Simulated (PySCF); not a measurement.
## Electronic structure of H5NOSi2 (triplet) in real space

Input file:

```
{"job": {"kind": "epr"}, "charge": 0, "multiplicity": 3}
Si     0.725517    -0.540655    -1.179103
O      0.346688    -0.789064     0.435418
Si     0.257845     0.140313     1.814575
N     -0.531881    -0.128991    -2.290421
H     -1.089281     0.777744     1.921335
H      1.298692     1.213872     1.794791
H      0.475574    -0.745970     2.992409
H     -0.886781    -0.818515    -2.945650
H     -0.607294     0.812632    -2.662294
```

Command:

```sh
OMP_NUM_THREADS=1 python cluster_run.py task.json out
```

Geometry: PBE0-D3(BJ)/def2-SVP.

Theory: UKS B3LYP, IGLO-III on N O Si, pcH-1 on H, non-relativistic, mean-field spin-orbit, GIAO in PySCF 2.14.0, density-fitted response routines.

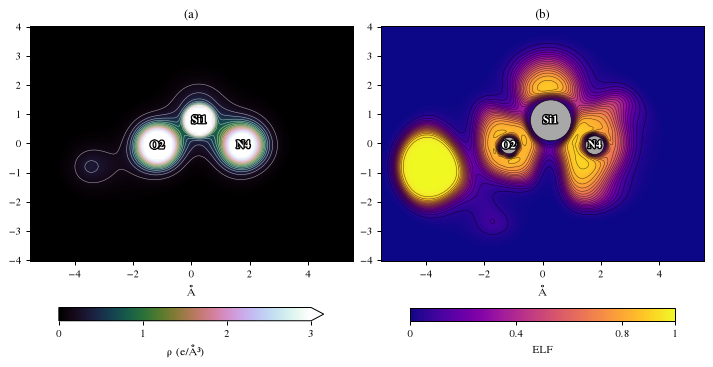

Figure 1. (a) electron density; (b) electron localisation function on the plane of atoms O2, Si1 and N4. Grey discs cover the atomic cores in the ELF map.

> Describe what can be read from this map.

The plane passes through Si, O and N nuclei.
Si–O (1.68 Å): ρ at the midpoint is about 1 e/Å³; the ELF peaks at about 0.85 between the atoms; a polar covalent bond.
Si–N (1.73 Å): the density is about 1.1 e/Å³ at the midpoint; the ELF peaks at about 0.90 between the atoms: a shared but strongly polarised pair.
The ELF also peaks beside O2, N4 and Si1, away from the bonds: non-bonding electrons, paired or unpaired.

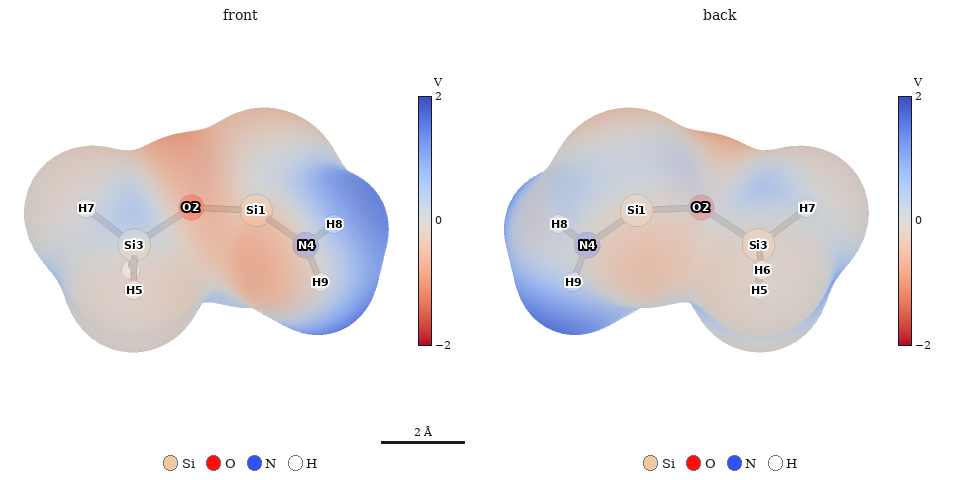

Figure 2. The electrostatic potential painted on the density surface at 0.001 e/bohr³, seen from the front and from behind; the colour scale runs from red (negative) to blue (positive).

> Which sites attract a positive test charge, and which a negative one?

A positive charge is drawn to the negative regions and a negative charge to the positive ones. The most negative region (about −0.9 V, or −21 kcal/mol for a unit charge) lies over O2, the most positive (about +1.5 V, or +35 kcal/mol for a unit charge) over H8 and H9.
